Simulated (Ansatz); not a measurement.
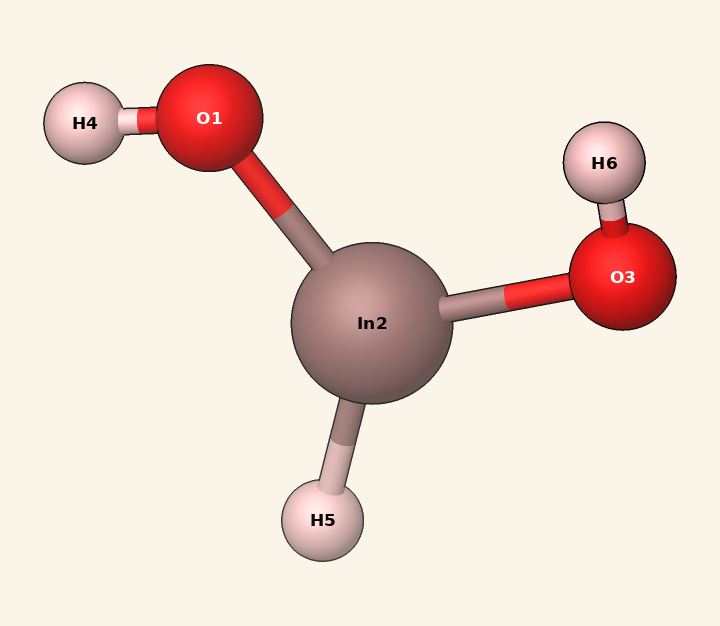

Simulated data, not a measurement (program: Ansatz).

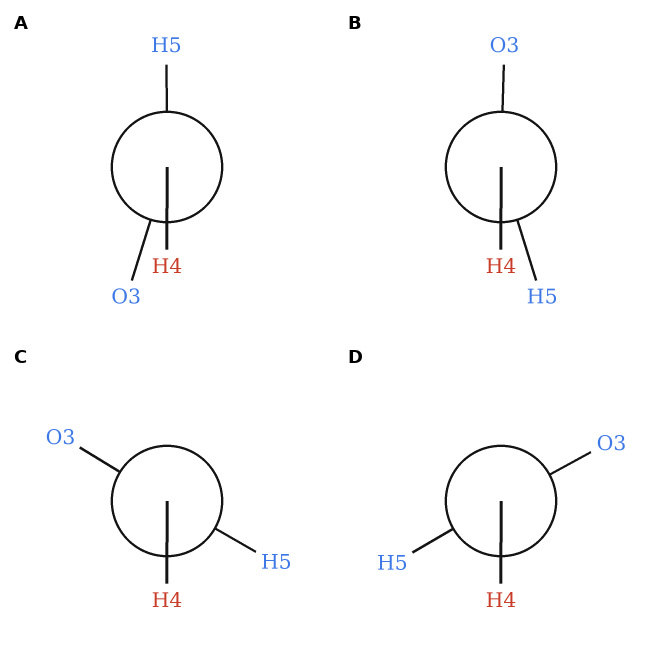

Distant atoms are faded towards the background colour. Bonds that would overlap in a projection are set slightly apart. Geometry: atoms displaced at random (about 0.04 Å) from a stationary point of PBE0-D4.

### Which Newman projection shows the view along O1–In2, with O1 in front?

B. The torsion angle H4–O1–In2–O3 is −178°, antiperiplanar (anti).
